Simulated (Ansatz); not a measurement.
**B3LYP/aug-cc-pVTZ run of NO+ (SMILES N#[O+])**

Aim: the vertical singlet–triplet gap of NO+ at B3LYP/aug-cc-pVTZ, from 2 runs. 

The calculation is run with Ansatz 0.2.0.

1 further run of the same task is left out (set aside as unsound or not needed).

### Step 1. The structure to begin with

NO+ has 2 atoms, charge +1, and is taken as a singlet. As SMILES, `N#[O+]`. Geometry: the measured bond length.

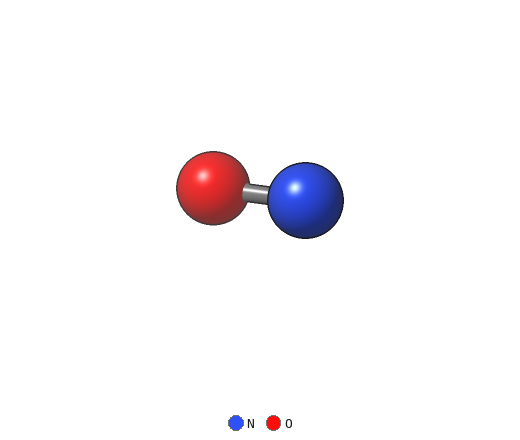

The structure, seen from a chosen angle (nitrogen blue, oxygen red).

### Step 2. A single-point energy at B3LYP/aug-cc-pVTZ

in.yaml reads:

```yaml
basis:
  gaussian:
    orbitals: aug-cc-pVTZ
crystal:
  periodic: [false, false, false]
  atoms:
    - {symbol: "N", position_ang: [0.000000, 0.000000, 0.000000]}
    - {symbol: O, position_ang: [0.000000, 0.000000, 1.063220]}
total_charge: 1
hamiltonian:
  xc: {name: B3LYP}
accuracy: high
output: {orbitals: {seedname: orbitals}}
```

On the command line:

```sh
$ ansatz run in.yaml --threads 1 --pin off --max-ram 3480MiB --events-out events.jsonl --progress --plain --runs-dir runs
```

Log:

```text
Warning: RAYON_NUM_THREADS=1 ignored (pool sized by the plan → 1); use --threads N
Functional definition: B3LYP
  name "B3LYP"
  parameter a0 = 0.2
  parameter ax = 0.72
  parameter ac = 0.81
  exchange = (1 - a0 - ax)*slater_x + ax*b88_x + a0*exact_x
  correlation = (1 - ac)*vwn_rpa_c + ac*lyp_c
1267 factors; integrals over basis functions are off by at most 2.7e-9 eV
mean field evaluation 1: about -3521.7442 eV, gradient 5.8e1 eV
mean field evaluation 2: about -3505.8819 eV, gradient 1.1e2 eV
mean field evaluation 4: about -3526.2463 eV, gradient 1.4e0 eV
mean field evaluation 8: about -3526.2474 eV, gradient 9.6e-4 eV
mean field evaluation 16: about -3526.2474 eV, gradient 5.9e-8 eV
mean field -3526.24740304 eV, -129.5872018853 hartree, gradient 5.9e-8 eV, S^2 0.000000; 0 other end points of the search recorded, 0 dependent functions left out
reference -3526.24742495 eV, -129.5872026904 hartree; 7, 7 occupied and 85, 85 virtual orbitals, 1267 factors
Total energy: -3526.24742495 eV, -129.5872026904 hartree
```

Wall time 1.9 s (1 thread of Arm Neoverse V2, shared host); peak memory 0.16 GiB.

### Step 3. The triplet

job.yaml reads:

```yaml
crystal:
  periodic: [false, false, false]
  atoms:
    - symbol: "N"
      position_ang: [0.000000, 0.000000, 0.000000]
    - symbol: O
      position_ang: [0.000000, 0.000000, 1.063220]
basis:
  gaussian: {orbitals: aug-cc-pVTZ}
total_charge: 1
magnetization: {spin_polarized: true, initial_magnetization: 2}
hamiltonian: {xc: {name: B3LYP}}
accuracy: high
output: {orbitals: {seedname: orbitals}}
```

On the command line:

```sh
$ ansatz run job.yaml --threads 1 --pin off --max-ram 3480MiB --events-out events.jsonl --progress --plain --runs-dir runs
```

Log:

```text
Warning: RAYON_NUM_THREADS=1 ignored (pool sized by the plan → 1); use --threads N
Functional definition: B3LYP
  name "B3LYP"
  parameter a0 = 0.2
  parameter ax = 0.72
  parameter ac = 0.81
  exchange = (1 - a0 - ax)*slater_x + ax*b88_x + a0*exact_x
  correlation = (1 - ac)*vwn_rpa_c + ac*lyp_c
1267 factors; integrals over basis functions are off by at most 2.7e-9 eV
mean field evaluation 1: about -3512.0818 eV, gradient 4.8e1 eV
mean field evaluation 2: about -3478.1034 eV, gradient 1.0e2 eV
mean field evaluation 4: about -3518.6072 eV, gradient 2.4e0 eV
mean field evaluation 8: about -3518.6296 eV, gradient 2.1e-1 eV
mean field evaluation 16: about -3518.6305 eV, gradient 2.6e-5 eV
mean field -3518.63054332 eV, -129.3072874536 hartree, gradient 9.8e-9 eV, S^2 2.009727; 1 other end points of the search recorded, 0 dependent functions left out
reference -3518.63056990 eV, -129.3072884303 hartree; 8, 6 occupied and 84, 86 virtual orbitals, 1267 factors
Total energy: -3518.63056990 eV, -129.3072884303 hartree
```

Run time: 3 s. Hardware: 1 thread of Arm Neoverse V2, shared host; peak memory 0.19 GiB.

### Step 4. Results

At B3LYP/aug-cc-pVTZ:

```
                                        quantity          value
                           singlet: total energy  -129.58720 Eh
                            singlet: HOMO energy      -25.02 eV
                            singlet: LUMO energy      -13.46 eV
                          singlet: HOMO–LUMO gap       11.56 eV
                           triplet: total energy  -129.30729 Eh
     triplet: HOMO energy (highest over α and β)      -17.15 eV
                                   triplet: ⟨S²⟩          2.010
vertical energy of the triplet above the singlet       7.617 eV
```

At this shape the triplet lies 7.62 eV (176 kcal/mol) above the singlet.
